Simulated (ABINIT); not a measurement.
Band structure of LiH (Fm-3m, 2 atoms in the cell).

```
LiH
1.0
    0.00000     2.04277     2.04277
    2.04277     0.00000     2.04277
    2.04277     2.04277     0.00000
Li H
1 1
Direct
  0.00000   0.00000   0.00000
  0.50000   0.50000   0.50000
```

Computed with PBE, norm-conserving pseudopotentials (PseudoDojo nc-sr-05 PBE standard) (plane waves; ABINIT).

Settings: pseudos = [Li.upf, H.upf]; ecut = 1007 eV; ixc = 11; occopt = 1; ngkpt = 14 14 14; nshiftk = 1; shiftk = 0 0 0; potentials = PseudoDojo nc-sr-05 PBE standard; kptopt = 1; nstep = 80; tolvrs1 = 1e-12; ndtset = 2; getden2 = 1.

The starting cell comes from a database of computed structures (which also holds hypothetical and non-ambient phases and stackings), without a prior relaxation at this level. Its lattice was rescaled by a random factor within 2.5 % of one.

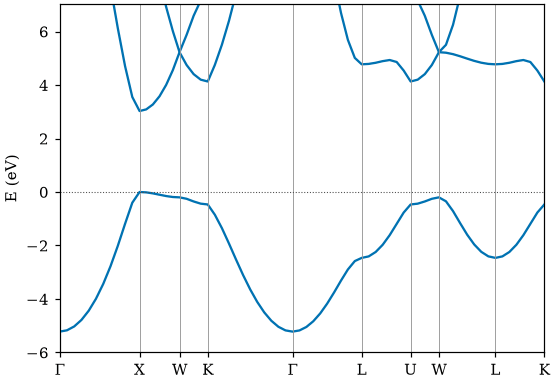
Figure: Bands along the path, energies from the top of the valence band on the SCF mesh.

Task: Read off roughly the gap and where its edges lie.

Result: The gap along the path is about 3.0 eV (computed: 3.03 eV), direct at X to within 0.01 eV.

Levels in eV from the top of the valence band on the SCF mesh, bands 1 to 6:
| point | 1 | 2 | 3 | 4 | 5 | 6 |
|---|---|---|---|---|---|---|
| Γ | -44.31 | -5.22 | 15.36 | 17.32 | 17.32 | 17.32 |
| X | -44.26 | 0.00 | 3.03 | 10.54 | 10.54 | 13.65 |
| W | -44.26 | -0.20 | 5.23 | 5.23 | 11.33 | 17.02 |
| K | -44.26 | -0.47 | 4.13 | 7.38 | 11.64 | 15.58 |
| L | -44.27 | -2.46 | 4.77 | 13.18 | 15.99 | 15.99 |
| U | -44.26 | -0.47 | 4.13 | 7.38 | 11.64 | 15.58 |
